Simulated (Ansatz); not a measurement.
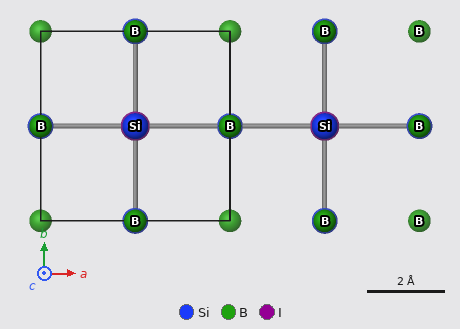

Solid Si3B3I (a generated structure, set up in Pm-3m), before the relaxation. A ball-and-stick model of the cell of the calculation, repeated 2 × 1 × 1 with one cell outlined, seen along the c axis.

All numbers below come from Ansatz, DFT PBE, scalar-relativistic, plane waves, PAW.

Input
```yaml
crystal:
  lattice:
    - [4.93702369, 0.0, 0.0]
    - [0.0, 4.93702369, 0.0]
    - [0.0, 0.0, 4.93702369]
  atoms:
    - { symbol: Si, position: [0.0, 0.5, 0.5] }
    - { symbol: Si, position: [0.5, 0.5, 0.0] }
    - { symbol: Si, position: [0.5, 0.0, 0.5] }
    - { symbol: B, position: [0.0, 0.5, 0.0] }
    - { symbol: B, position: [0.5, 0.0, 0.0] }
    - { symbol: B, position: [0.0, 0.0, 0.5] }
    - { symbol: I, position: [0.5, 0.5, 0.5] }
basis:
  ecutwfc: 420
kpoints:
  mp_grid: { grid: [8, 8, 8] }
hamiltonian:
  xc: pbe
scf:
  occupations: { method: gaussian, width: 0.1 }
output:
  forces: true
  stress: true
  eigenvalues: true
  write_density: true
  write_potential: true
  elf: true
  volumetric_format: npy
relax:
  adjacent_minimum: "off"
  f_tol: 0.01
  max_steps: 80
  cell: { stress_tol: 0.05 }
```

Run as
```bash
ansatz run input.yaml --threads 1 --pin off --max-ram 2048MiB --backend cpu --events-out ev --progress --plain --runs-dir out
```

### What does the optimiser find from here?

The atoms keep their places relative to the cell (all moves are under 0.005 Å). The drawn cell changes as follows: a = b = c 4.937 → 4.903 Å (−0.7 %); the volume changes by −2.1 %. Some distances before and after: Si1–I7 2.469 → 2.451 Å. The space group stays Pm-3m (No. 221). After 1 accepted move (2 points after the start) the energy has fallen by 1.8 meV per atom. All forces vanish by symmetry, so only the cell relaxes. The pressure goes from −1.56 to −0.03 GPa. At 1 point the geometry stayed and the basis and grid were re-selected for the new cell (energy shift of 0.1 meV per atom at most each time). The run took 28 s on 1 thread of Intel(R) Xeon(R) Platinum 8175M CPU @ 2.50GHz (Skylake/Cascade Lake), with other jobs on the host, peak memory 0.49 GiB.

Final geometry:

```xyz
7
Lattice="4.9026 0.0000 0.0000 0.0000 4.9026 0.0000 0.0000 0.0000 4.9026" Properties=species:S:1:pos:R:3 pbc="T T T"
Si    0.0000    2.4513    2.4513
Si    2.4513    2.4513    0.0000
Si    2.4513    0.0000    2.4513
B     0.0000    2.4513    0.0000
B     2.4513    0.0000    0.0000
B     0.0000    0.0000    2.4513
I     2.4513    2.4513    2.4513
```
